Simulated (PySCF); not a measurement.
The calculation's input:

```
{"job": {"kind": "nmr", "xc": "PBE0", "basis": "pcSseg-1"}, "charge": 0, "multiplicity": 1}
C     -1.201759     2.233336     0.764111
C     -1.180935     0.930405     0.555847
O     -0.050055     0.306416     0.082137
C     -0.064866    -1.021661    -0.128621
O     -1.027812    -1.720766     0.067956
Si     1.628818    -1.607881    -0.805038
F      2.674999    -0.434017    -0.479820
H     -2.086690     2.715061     1.134865
H     -0.337106     2.843375     0.570774
H     -2.018498     0.266226     0.730497
H      1.582233    -1.725158    -2.252792
H      2.082872    -2.786023    -0.089425
```

Launched as:

```sh
OMP_NUM_THREADS=1 python probes_run.py task.json out
```

Geometry: GFN2-xTB.

The calculation used PBE0/pcSseg-1, SCF density, gas phase, non-relativistic in PySCF 2.14.0.

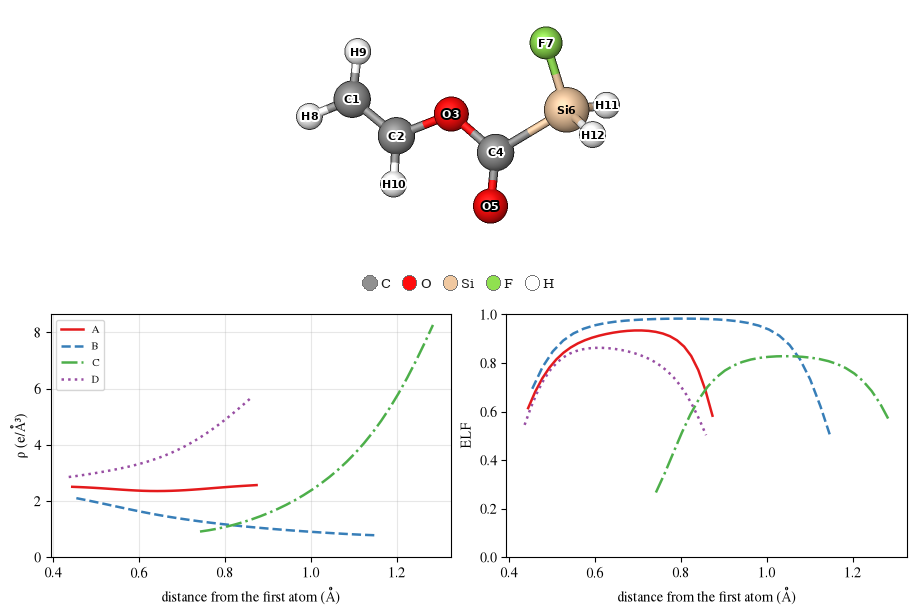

C3H5FO2Si. Total electron density and ELF along straight lines between neighbouring atoms. The curves leave out the atomic cores. The structure is drawn too.

### Which curve belongs to which contact (C–C, C–O, C–Si and Si–F)? The first atom named is at distance zero.

Curve A: C–C (1.32 Å): ρ at the midpoint is about 2.4 e/Å³; the ELF peaks at about 0.95 between the atoms: a multiple bond. Curve B: C–Si (1.92 Å): ρ is about 0.95 e/Å³ halfway; the ELF peaks at about 1 between the atoms: localised, covalent bonding. Curve C: Si–F (1.61 Å): ρ is about 1.1 e/Å³ halfway; the ELF peaks at about 0.85 in the valence shell of F, 0.6 Å from its nucleus, and is about 0.50 at the midpoint. Curve D: C–O (1.21 Å): ρ is about 3.3 e/Å³ halfway; the ELF peaks at about 0.85 between the atoms: a multiple bond.
